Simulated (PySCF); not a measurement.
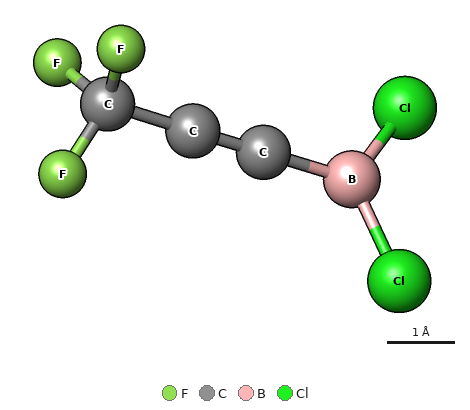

Figure 1. The structure as given in the input (ball-and-stick view, seen at a tilt). Bond lengths as drawn: B–C 1.52 Å, B–Cl 1.74 Å, C–C 1.21 to 1.47 Å and C–F 1.33 Å.

# NMR shielding calculation, with input and output: C3BCl2F3

System: C3BCl2F3, SMILES FC(F)(F)C#CB(Cl)Cl.
Method: GIAO BP86/pcSseg-1 NMR shielding, non-relativistic, gas phase (PySCF 2.14.0).

The geometry comes from this level: PBE0-D3(BJ)/def2-SVP. Figures and captions count atoms from 1; the log counts them from 0 in places.

The input:
```
{"job": {"kind": "nmr", "xc": "BP86", "basis": "pcSseg-1", "pop": false}, "charge": 0, "multiplicity": 1}
F     -2.181719    -1.414988     0.668072
C     -1.870717    -0.286261     0.036795
F     -2.359774    -0.356808    -1.197626
F     -2.471696     0.719308     0.665713
C     -0.414388    -0.075380     0.009798
C      0.785721     0.109821    -0.018972
B      2.288508     0.340641    -0.052339
Cl     2.969385     1.409853    -1.246509
Cl     3.314130    -0.463486     1.102679
```

The first line tells a small driver script what to run in PySCF; the rest is the geometry in Å.

Command:
```bash
OMP_NUM_THREADS=1 python <driver script> task.json out
```

The program's output:
```
coarse grid: 10856 points
cycle   1  E = -1358.9011786636  dE =  1.393e+00  |g| = 9.581e-01  |ddm| = 3.596e+00
cycle   2  E = -1358.4417566609  dE =  4.594e-01  |g| = 1.912e+00  |ddm| = 1.844e+00
cycle   3  E = -1359.0157213076  dE = -5.740e-01  |g| = 4.053e-01  |ddm| = 1.344e+00
cycle   4  E = -1359.0547669189  dE = -3.905e-02  |g| = 1.502e-01  |ddm| = 3.847e-01
cycle   5  E = -1359.0603069112  dE = -5.540e-03  |g| = 4.090e-02  |ddm| = 1.548e-01
cycle   6  E = -1359.0607121539  dE = -4.052e-04  |g| = 1.004e-02  |ddm| = 7.075e-02
cycle   7  E = -1359.0607365640  dE = -2.441e-05  |g| = 2.103e-03  |ddm| = 1.201e-02
cycle   8  E = -1359.0607373047  dE = -7.407e-07  |g| = 7.965e-04  |ddm| = 2.379e-03
final grid: 103136 points
cycle   9  E = -1359.1458096379  dE = -5.074e-05  |g| = 5.210e-03  |ddm| = 4.554e-02
cycle  10  E = -1359.1458075048  dE =  2.133e-06  |g| = 5.094e-03  |ddm| = 6.812e-03
cycle  11  E = -1359.1458102908  dE = -2.786e-06  |g| = 2.555e-03  |ddm| = 6.045e-03
cycle  12  E = -1359.1458114545  dE = -1.164e-06  |g| = 1.116e-03  |ddm| = 2.463e-03
cycle  13  E = -1359.1458117322  dE = -2.777e-07  |g| = 1.828e-04  |ddm| = 9.010e-04
cycle  14  E = -1359.1458117994  dE = -6.716e-08  |g| = 3.097e-05  |ddm| = 2.178e-04
cycle  15  E = -1359.1458117406  dE =  5.876e-08  |g| = 1.156e-05  |ddm| = 4.575e-05
cycle  16  E = -1359.1458117406  dE = -3.138e-11  |g| = 2.307e-06  |ddm| = 1.762e-05
```

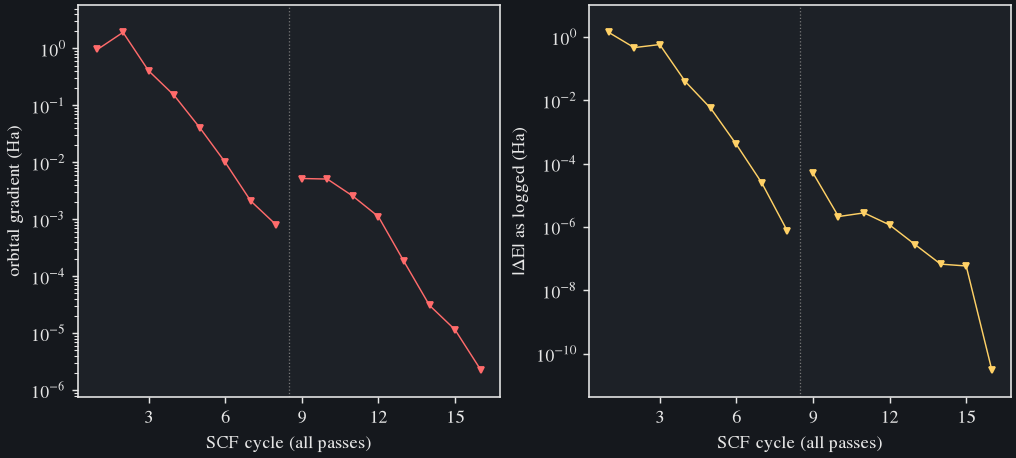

Figure 2. Convergence of the self-consistent field: orbital gradient and size of the energy change against the SCF cycle. The dotted line marks the change from a coarse to the final integration grid. The first 8 cycles use a coarse grid, the final grid takes over at cycle 9, and the field converges after 16 cycles in all.

```
converged SCF energy = -1359.1458117406

GIAO shielding tensors (ppm)
atom      isotropic    diamagn.    paramagn.     s11        s22        s33       span
  0 F      222.522     473.211    -250.689    143.544    205.841    318.182    174.638
  1 C       55.977     245.683    -189.706     42.466     61.668     63.798     21.332
  2 F      221.917     473.326    -251.409    143.077    205.694    316.980    173.903
  3 F      222.495     473.348    -250.853    143.673    207.831    315.980    172.307
  4 C       75.658     263.333    -187.675      4.214     10.688    212.072    207.858
  5 C       88.422     259.299    -170.877      3.218      9.962    252.087    248.870
  6 B       52.223     194.297    -142.074     26.793     41.397     88.480     61.687
  7 Cl     589.515    1146.183    -556.668    239.907    658.983    869.654    629.747
  8 Cl     590.522    1146.171    -555.649    241.494    660.217    869.854    628.360
```

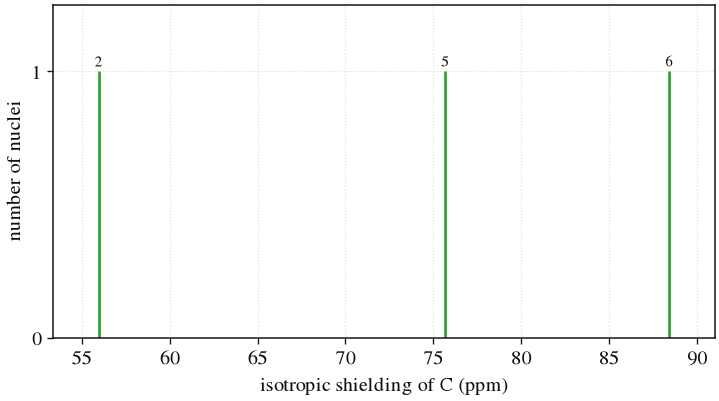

Figure 3. Isotropic shieldings of the carbon nuclei in this fixed geometry, labelled by atom number; shielding grows to the right, so chemical shift grows to the left. The least shielded is C2 (56.0 ppm), the most shielded C6 (88.4 ppm).

Summary:

| quantity | value |
| --- | --- |
| outcome | converged |
| total energy | −1359.145812 hartree |
| HOMO | −7.95 eV |
| LUMO | −3.86 eV |
| dipole moment | 0.68 D |
| isotropic shielding, F | 221.9 to 222.5 ppm |
| isotropic shielding, C | 56.0 to 88.4 ppm |
| isotropic shielding, B | 52.2 ppm |
| isotropic shielding, Cl | 589.5 to 590.5 ppm |
| hardware | 1 CPU thread, shared host |
| wall time | 26 s |
| peak memory | 0.77 GiB |
